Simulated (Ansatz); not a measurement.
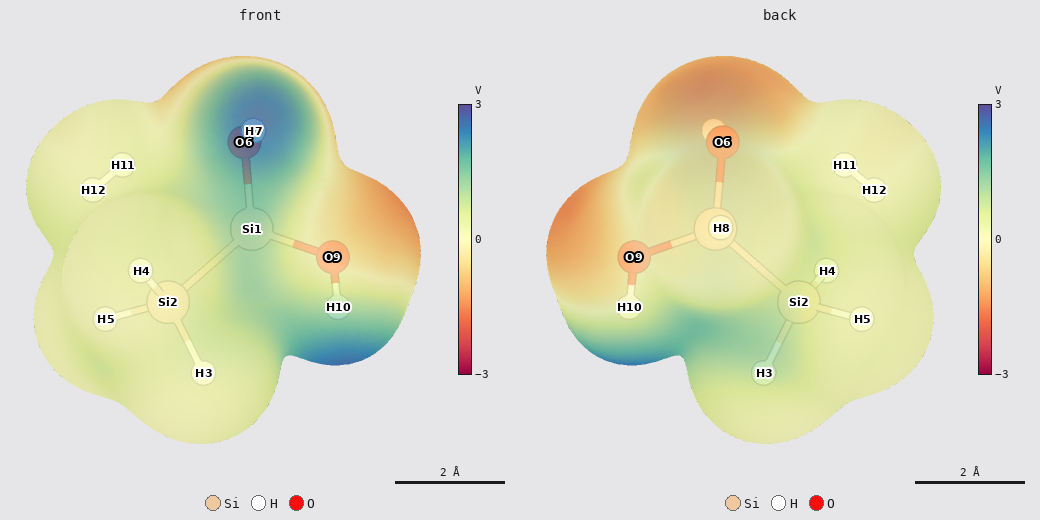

The picture shows: H6O2Si2···H2. The molecular electrostatic potential painted on the density surface at 0.002 e/bohr³, seen from the front and from behind; the colour scale runs from red (negative) to blue (positive).

Not at a stationary point (largest force 1.7 eV/Å).

The calculation used RKS B3LYP-D4/def2-SVP in Ansatz.

```xyz
12

Si   -0.1848   -0.1264    0.0771
Si   -0.1057   -0.0465    2.3365
H    -1.1808   -0.9365    2.8900
H     1.1983   -0.5764    2.8425
H    -0.3276    1.3130    2.9095
O     1.3053   -0.0987   -0.6657
H     1.8749   -0.8628   -0.5140
H    -0.8870    1.0479   -0.5087
O    -0.9140   -1.5725   -0.3408
H    -1.5284   -1.9637    0.2907
H     1.6940    1.5830    0.8906
H     1.5479    1.8837    1.5261
```

Which sites attract a positive test charge, and which a negative one?

A positive charge is drawn to the negative regions and a negative charge to the positive ones. The most negative region (about −1.5 V) lies over O6 and O9, the most positive (about +2.5 V) over H7 and H10.
